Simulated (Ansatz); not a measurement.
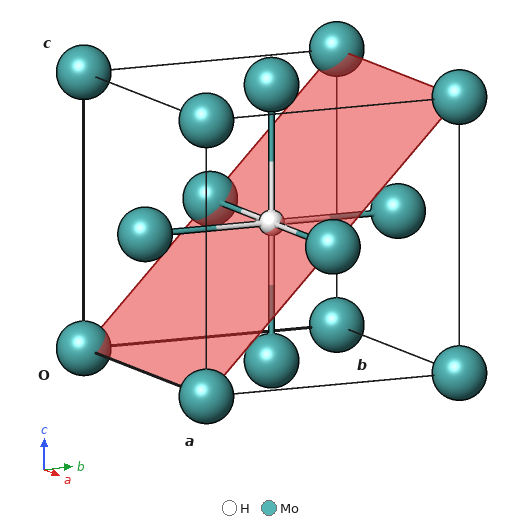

Every member of one family of equally spaced planes, hx + ky + lz = a whole number, that cuts the unit cell is shaded (one member passes through the origin O). Crystal: Mo₄H, the geometry relaxed with DFT PBE, scalar-relativistic, plane waves, PAW in Ansatz; the starting structure was generated, so it need not be a known form of this composition. The drawing is computed from the coordinates (standard cell, symmetry found to 0.002 Å).

a = 4.041 Å, b = 4.041 Å, c = 4.041 Å, α = 90.00°, β = 90.00°, γ = 90.00°.

Question: What are the Miller indices?

Answer: (0 1 −1); the opposite sign names the same planes. The member next to the origin meets the axes a never, b at 1, c at −1.

Question: What is the spacing?

Answer: d = 2.857 Å.

Question: Which atoms of the cell lie in these planes (within 0.03 Å)?

Answer: The H atom, 2 of the 4 Mo.

Question: The space group is No. 221, Pm-3m. How many reflections hkl are equivalent to this one (itself included), and does it occur?

Answer: 12 reflections are equivalent in the Laue class m-3m. The space group allows the reflection.
